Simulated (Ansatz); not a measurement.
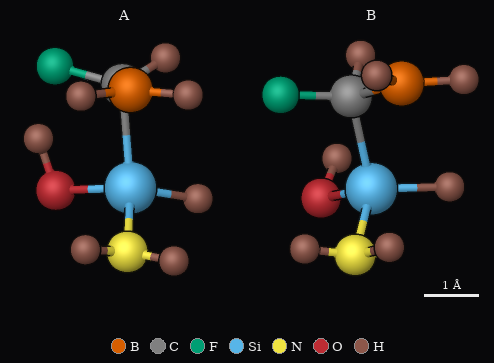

Two geometries of CH$_{7}$BFNOSi, drawn at one scale. One is the start of a relaxation, the other its converged end. A ball-and-stick model, seen from a free direction.

The calculation used UKS PBE0-D4/STO-3G in Ansatz. Settings: collinear spin; force threshold 0.02 eV/Å; at most 40 steps.

Which one is relaxed?

Answer. Structure A is the relaxed one. The run prepares the start of a later molecular dynamics calculation, from a guessed geometry. The largest move after the best rigid fit is that of an H atom, 1.64 Å. Largest moves by element: H 1.64 Å, F 1.44 Å, O 0.59 Å, C 0.51 Å, B 0.48 Å, N 0.37 Å. Some distances before and after: B–C 1.622 → 1.515 Å, H–Si 1.521 → 1.448 Å, C–Si 1.928 → 1.993 Å, C–F 1.381 → 1.427 Å. Among the angles between lasting bonds that change: C–Si–O 107.9° → 95.5°, B–C–F 108.8° → 119.5°, Si–N–H 107.6° → 117.9°. Groups turn about O–Si by about 65°, C–Si by about 50°, B–C by about 20°. After 30 accepted moves (33 points after the start) the energy has fallen by 0.855 eV. Largest force component: 3.4 eV/Å at the start, 0.0055 eV/Å at the end. The line search rejected the trial steps at points 4, 17, 27 of the run. Cost: 2.3 min on 1 thread of Intel(R) Xeon(R) 6975P-C (Granite Rapids), on a shared host, peak memory 0.27 GiB.

Limits of the set-up: STO-3G is a minimal basis, so the numbers are rough.
